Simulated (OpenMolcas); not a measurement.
# One shape, several levels: singlet Si2H5O−

Aim: a comparison of 6 runs (BLYP/6-311+G**, M06-L/6-311+G**, PBE/6-311+G**, r2SCAN/6-311+G**, revPBE/6-311+G**, MP2/6-311+G**) of singlet Si2H5O−. 

The results are computed with OpenMolcas 26.06.

**1. The system as given**

Si2H5O−: 8 atoms, total charge -1, spin state singlet. As SMILES of the parent species, `[SiH2]O[SiH3]`. Geometry: relaxed at PBE0-D4/def2-TZVP. This is one conformer, not always the lowest. That shape belongs to the parent species and isn't relaxed for this state.

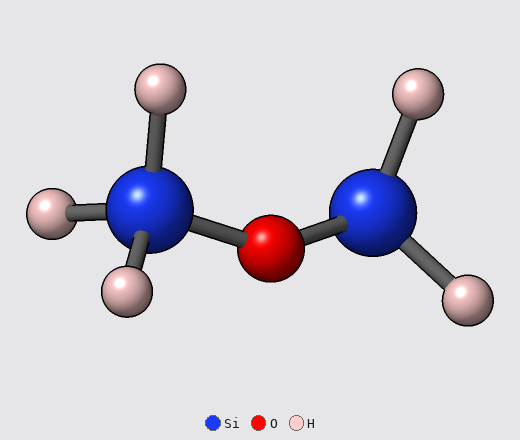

Viewed from a chosen angle; silicon blue, oxygen red, hydrogen pink.

**2. A single-point energy at BLYP/6-311+G(d,p) (run 1)**

Input file run.input:

```
&GATEWAY
  BasLib=$CurrDir
  Coord
  8
  bohr
  Si    -2.42111711     1.76311447    -1.63631385
  O     -0.66575051    -0.52761153    -0.52326516
  Si     1.44564049    -1.36627199     1.57962207
  H     -3.59577087     0.86568354    -4.03191966
  H     -0.83261333     4.04779336    -2.11403662
  H      2.44133718    -3.88263130     0.85623491
  H      0.26097118    -1.51045809     4.12035884
  H      3.54153573     0.50266715     1.64368378
  Basis=6-311pGss
  Group=NoSym

&SEWARD
  GridInput
  Grid=UltraFine
  End of Grid

&SCF
  Charge=-1
  KSDFT=BLYP
  Thresholds=1e-10 1e-07 1e-07 1e-05
  PrOrbitals=1 1
```

The basis set 6-311+G** is read from a file made from the Basis Set Exchange's data (not shown).

Run with:

```
export MOLCAS_MEM=1860
pymolcas run.input > run.log
```

Output:

```text
--- Start Module: gateway ---
[...]
--- Stop Module: gateway /rc=_RC_ALL_IS_WELL_ ---
--- Start Module: seward ---
[...]
      Basis functions          112
--- Stop Module: seward /rc=_RC_ALL_IS_WELL_ ---
[...]
--- Start Module: scf ---
[...]
       Convergence after  22 Iterations
[...]
::    Total KS-DFT energy                            -657.2638008333
[...]
      Total spin, S                                     0.0000000000
[...]
      Total electronic charge=   42.000000
      Total            charge=   -1.000000
[...]
      Dipole Moment (debye):
      Origin of the operator (angstrom)=   -0.2482    0.0185   -0.0651
                   X=  5.0981E+00               Y= -3.7162E+00               Z=  2.0700E+00           Total=  6.6397E+00
      Center of Charge (angstrom)
[...]
--- Stop Module: scf /rc=_RC_ALL_IS_WELL_ ---
[...]
```

Wall time 46 s (1 thread of Intel Xeon Platinum 8375C at 2.90GHz (Ice Lake), shared host); peak memory 0.67 GiB.

**3. A single-point energy at M06-L/6-311+G(d,p) (run 2)**

Input file calc.input:

```
&GATEWAY
BasLib
$CurrDir
Coord
8
bohr
Si    -2.42111711     1.76311447    -1.63631385
O     -0.66575051    -0.52761153    -0.52326516
Si     1.44564049    -1.36627199     1.57962207
H     -3.59577087     0.86568354    -4.03191966
H     -0.83261333     4.04779336    -2.11403662
H      2.44133718    -3.88263130     0.85623491
H      0.26097118    -1.51045809     4.12035884
H      3.54153573     0.50266715     1.64368378
Basis
6-311pGss
Group
NoSym
&SEWARD
GridInput
Grid=UltraFine
End of Grid
&SCF
Charge
-1
KSDFT
M06L
Thresholds
1e-10 1e-07 1e-07 1e-05
PrOrbitals
1 2
```

The basis set 6-311+G** is read from a file made from the Basis Set Exchange's data (not shown).

Run with:

```
export MOLCAS_MEM=1860
pymolcas calc.input > calc.log
```

Output:

```text
--- Start Module: gateway ---
[...]
--- Stop Module: gateway /rc=_RC_ALL_IS_WELL_ ---
--- Start Module: seward ---
[...]
      Basis functions          112
--- Stop Module: seward /rc=_RC_ALL_IS_WELL_ ---
[...]
--- Start Module: scf ---
[...]
       Convergence after  20 Iterations
[...]
::    Total KS-DFT energy                            -657.2718870254
[...]
      Total spin, S                                     0.0000000000
[...]
      Total electronic charge=   42.000000
      Total            charge=   -1.000000
[...]
      Dipole Moment (debye):
      Origin of the operator (angstrom)=   -0.2482    0.0185   -0.0651
                   X=  5.6819E+00               Y= -4.1274E+00               Z=  2.1556E+00           Total=  7.3462E+00
      Center of Charge (angstrom)
[...]
--- Stop Module: scf /rc=_RC_ALL_IS_WELL_ ---
[...]
```

Wall time 56 s (1 thread of Intel Xeon Platinum 8375C at 2.90GHz (Ice Lake), shared host); peak memory 0.67 GiB.

Run 3 isn't shown in full; the table further down has it.

**4. A single-point energy at r2SCAN/6-311+G(d,p) (run 4)**

Input file calc.inp:

```
&GATEWAY
 BasLib=$CurrDir
 Coord
 8
 bohr
 Si    -2.42111711     1.76311447    -1.63631385
 O     -0.66575051    -0.52761153    -0.52326516
 Si     1.44564049    -1.36627199     1.57962207
 H     -3.59577087     0.86568354    -4.03191966
 H     -0.83261333     4.04779336    -2.11403662
 H      2.44133718    -3.88263130     0.85623491
 H      0.26097118    -1.51045809     4.12035884
 H      3.54153573     0.50266715     1.64368378
 Basis=6-311pGss
 Group=NoSym

&SEWARD
 GridInput
 Grid=UltraFine
 End of Grid

&SCF
 Charge=-1
 KSDFT=2
 1.0 MGGA_X_R2SCAN
 1.0 MGGA_C_R2SCAN
 Thresholds=1e-10 1e-07 1e-07 1e-05
 PrOrbitals=1 1
```

The basis set 6-311+G** is read from a file made from the Basis Set Exchange's data (not shown).

Run with:

```
export MOLCAS_MEM=1860
pymolcas calc.inp > calc.log
```

Output:

```text
--- Start Module: gateway ---
[...]
--- Stop Module: gateway /rc=_RC_ALL_IS_WELL_ ---
--- Start Module: seward ---
[...]
      Basis functions          112
--- Stop Module: seward /rc=_RC_ALL_IS_WELL_ ---
[...]
--- Start Module: scf ---
[...]
       Convergence after  18 Iterations
[...]
::    Total KS-DFT energy                            -657.1901558797
[...]
      Total spin, S                                     0.0000000000
[...]
      Total electronic charge=   42.000000
      Total            charge=   -1.000000
[...]
      Dipole Moment (debye):
      Origin of the operator (angstrom)=   -0.2482    0.0185   -0.0651
                   X=  5.5956E+00               Y= -3.9946E+00               Z=  2.0554E+00           Total=  7.1758E+00
      Center of Charge (angstrom)
[...]
--- Stop Module: scf /rc=_RC_ALL_IS_WELL_ ---
[...]
```

Run time: 51 s. Hardware: 1 thread of Intel Xeon Platinum 8375C at 2.90GHz (Ice Lake), shared host; peak memory 0.67 GiB.

Run 5 isn't shown in full; the table further down has it.

**5. The energy at MP2/6-311+G(d,p) (run 6)**

Input file mol.xyz:

```xyz
8

Si    -1.281200     0.933000    -0.865900
O     -0.352300    -0.279200    -0.276900
Si     0.765000    -0.723000     0.835900
H     -1.902800     0.458100    -2.133600
H     -0.440600     2.142000    -1.118700
H      1.291900    -2.054600     0.453100
H      0.138100    -0.799300     2.180400
H      1.874100     0.266000     0.869800
```

Input file job.inp:

```
&gateway
  baslib
  $CurrDir
  coord
  mol.xyz
  basis
  6-311pGss
  group
  NoSym

&seward

&scf
  charge
  -1
  thresholds
  1e-10 1e-07 1e-07 1e-05
  prorbitals
  1

&mbpt2
  frozen
  11
```

The basis set 6-311+G** is read from a file made from the Basis Set Exchange's data (not shown).

Run with:

```
export MOLCAS_MEM=1860
pymolcas job.inp > job.log
```

Output:

```text
--- Start Module: gateway ---
[...]
--- Stop Module: gateway /rc=_RC_ALL_IS_WELL_ ---
[...]
      Basis functions          112
[...]
--- Start Module: scf ---
[...]
       Convergence after  18 Iterations
[...]
::    Total SCF energy                               -655.6939925379
[...]
      Total spin, S                                     0.0000000000
[...]
      Total electronic charge=   42.000000
      Total            charge=   -1.000000
[...]
      Dipole Moment (debye):
      Origin of the operator (angstrom)=   -0.2482    0.0185   -0.0651
                   X=  6.3535E+00               Y= -4.3921E+00               Z=  2.1299E+00           Total=  8.0121E+00
      Center of Charge (angstrom)
[...]
--- Stop Module: scf /rc=_RC_ALL_IS_WELL_ ---
[...]
--- Start Module: mbpt2 ---
[...]
WARNING!
Default frozen orbitals as non valence orbitals is overwritten by user input.
Default values:   5
[...]
       Reference weight ( Cref**2 )         =        0.87212
::    Total MBPT2 energy                             -656.1074822878
[...]
      Total MBPT2 calculations                           0.56      0.67
--- Stop Module: mbpt2 /rc=_RC_ALL_IS_WELL_ ---
[...]
```

Wall time 17 s (1 thread of Intel Xeon Platinum 8375C at 2.90GHz (Ice Lake), shared host); peak memory 0.67 GiB.

**6. All runs side by side**

| run | level | integration grid | frozen core orbitals | energy (Eh) | HOMO energy (eV) | LUMO energy (eV) | HOMO–LUMO gap (eV) | wall time |
| --- | --- | --- | --- | --- | --- | --- | --- | --- |
| 1 | BLYP/6-311+G** | UltraFine | – | -657.263801 | 1.84 | 2.55 | 0.71 | 46 s |
| 2 | M06-L/6-311+G** | UltraFine | – | -657.271887 | 1.80 | 2.91 | 1.11 | 56 s |
| 3 | PBE/6-311+G** | UltraFine | – | -656.893504 | 1.73 | 2.52 | 0.79 | 43 s |
| 4 | r2SCAN/6-311+G** | UltraFine | – | -657.190156 | 1.71 | 3.14 | 1.43 | 51 s |
| 5 | revPBE/6-311+G** | UltraFine | – | -657.132966 | 1.78 | 2.49 | 0.71 | 44 s |
| 6 | MP2/6-311+G** | – | 11 | -656.107482 | -0.64 | 4.10 | 4.74 | 17 s |

**7. Results**

| quantity | value |
| --- | --- |
| run 6: total energy | -656.10748 Eh |
| run 6: HOMO energy (Hartree–Fock orbitals) | -0.64 eV |
| run 6: LUMO energy (Hartree–Fock orbitals) | 4.10 eV |
| run 6: HOMO–LUMO gap (to an unbound level, set by the basis) | 4.74 eV |
| run 6: correlation energy (11 core orbitals frozen) | -413.5 mEh |

Over runs 1, 2, 3, 4, 5 the HOMO–LUMO gap runs from 0.71 eV (BLYP/6-311+G**) to 1.43 eV (r2SCAN/6-311+G**). The empty levels of an anion lie above zero and hang on the basis. Totals of different functionals can't be ranked against each other. In runs 1, 2, 3, 4, 5 the HOMO lies above zero, so the outermost electron may be held by the basis alone. All runs together took 4.3 min, the longest 56 s.
